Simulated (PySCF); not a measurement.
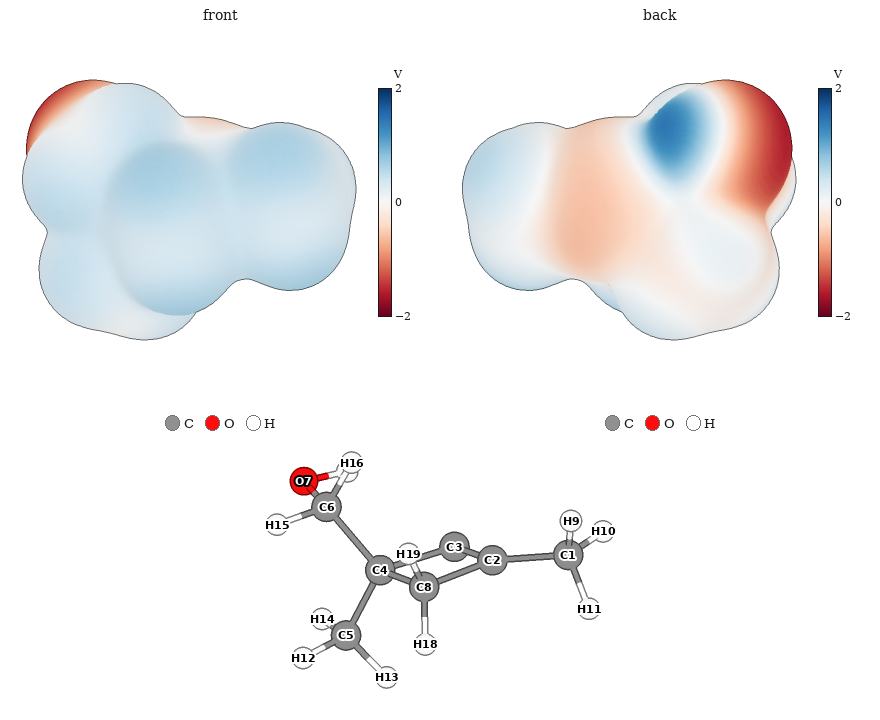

The picture shows: C7H11O (SMILES CC1=[C][C@](C)(CO)C1) (doublet). The molecular electrostatic potential painted on the density surface at 0.001 e/bohr³, seen from the front and from behind; red is negative and blue positive. The bare structure is drawn below in the same view.

Geometry: GFN2-xTB.

Theory: PySCF, UKS B3LYP, pcH-1 on C H O, non-relativistic, mean-field spin-orbit, GIAO.

```
atom    x (Å)    y (Å)    z (Å)
   C   2.8843   0.4797  -0.0631
   C   1.4266   0.2474  -0.0438
   C   0.3484   0.5944  -0.7284
   C  -0.6762  -0.1618   0.1019
   C  -1.4149  -1.2815  -0.6077
   C  -1.6388   0.7605   0.8500
   O  -2.5336   1.4072  -0.0184
   C   0.5811  -0.5908   0.9135
   H   3.2147   0.9021   0.8867
   H   3.1472   1.1659  -0.8646
   H   3.4156  -0.4608  -0.2145
   H  -1.8717  -1.9465   0.1235
   H  -0.7343  -1.8542  -1.2335
   H  -2.2026  -0.8666  -1.2325
   H  -2.2562   0.1828   1.5435
   H  -1.0625   1.5010   1.4260
   H  -2.0113   1.8267  -0.7135
   H   0.7853  -1.6590   0.8646
   H   0.5890  -0.2372   1.9440
```

**Describe the electrostatic potential map.**

The most negative region (about −1.5 V, or −35 kcal/mol for a unit charge) lies over O7, the most positive (about +1.3 V, or +30 kcal/mol for a unit charge) over H17. O7 is the likeliest acceptor of a hydrogen bond.
